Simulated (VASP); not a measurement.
Band structure of NiSb (NiAs type). All values below come from rev-vdW-DF2, VASP's PBE PAW potentials (set 64) (plane waves; VASP).

Unless said otherwise, spin-orbit coupling is left out, though it shifts the bands of the heavy elements here.

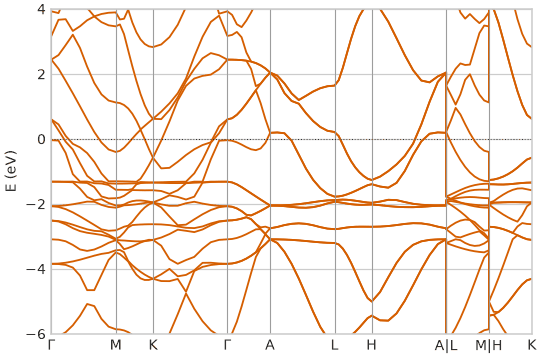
Bands along high-symmetry lines, zero at the valence-band maximum or, without a gap, the Fermi level

Question: Read the plot: is there a gap, and where are the band edges?

Answer: It has no gap at this level: it comes out as a metal or semimetal. (Edges off the drawn lines would not show.)

The compound is NiSb in the NiAs type structure. It was relaxed first. The run is not spin-polarised, so no magnetic state was tried.
